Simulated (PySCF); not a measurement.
Vertical excitations of a molecule C3H7FSi2 from TDDFT-PBE/def2-SVPD in PySCF, as energy in eV (oscillator strength): 5.05 (0.000), 5.44 (0.020), 5.72 (0.001), 6.39 (0.004), 6.43 (0.390), 6.64 (0.000), 6.83 (0.000), 6.85 (0.408), 6.93 (0.003), 6.98 (0.045). Lowest triplet (TDA): 4.42 eV. Geometry optimised at B3LYP-D3(BJ)/def2-SVP. Other conformers were not sampled.

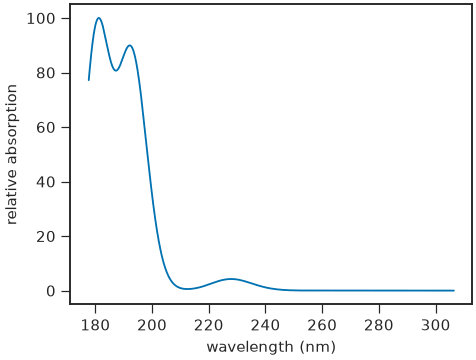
Figure. The lines broadened by 0.4 eV.

Problem. Which molecule gave these data?
A. C=C=C(F)[SiH2][SiH3]
B. C[SiH2]C#C[SiH2]F
C. CC1=C[SiH2][Si@@H]1F
D. F[SiH2]C1=C[SiH2]C1

Solution. B, C[SiH2]C#C[SiH2]F
